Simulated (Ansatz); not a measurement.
Breaking the Be1–Cl3 bond in BeClH (SMILES [BeH][Cl]) (multiplicity 1 held, fragments rigid). Energies count from the point at 1.806 Å.
Geometry at that point (charge 0, multiplicity 1):
```xyz
3

Be     0.000     0.000    -1.335
H      0.000     0.000    -2.658
Cl     0.000     0.000     0.471
```

R- and RO- levels are restricted; in cc, def2 and unpolarised 6-31G sets they are followed outwards from rest. U- levels take the lowest unrestricted solution at each point, which mixes spins at long bonds. Active spaces are followed from a long bond inwards. Levels need not reach the same state.

Correlated levels freeze the cores.

Run with Ansatz (Gaussian basis) for Hartree–Fock, density functionals and correlated methods. Values without a source in brackets are computed.

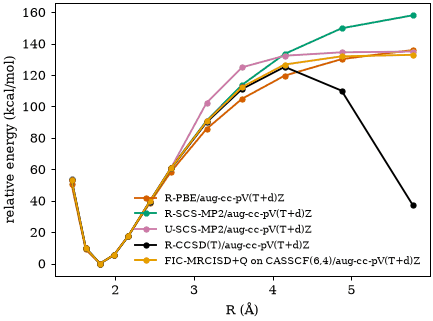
Relative energy along the coordinate

Doubts at one or more of the structures used: a restricted determinant that unrestricted orbitals would lower (R-PBE/aug-cc-pV(T+d)Z, R-SCS-MP2/aug-cc-pV(T+d)Z, R-CCSD(T)/aug-cc-pV(T+d)Z); a spin-contaminated determinant (U-SCS-MP2/aug-cc-pV(T+d)Z); T1 above 0.05 (R-CCSD(T)/aug-cc-pV(T+d)Z); other coupled-cluster roots lie near (R-CCSD(T)/aug-cc-pV(T+d)Z); active orbitals that take no part (FIC-MRCISD+Q on CASSCF(6,4)/aug-cc-pV(T+d)Z).

Ansatz is an electronic-structure program.
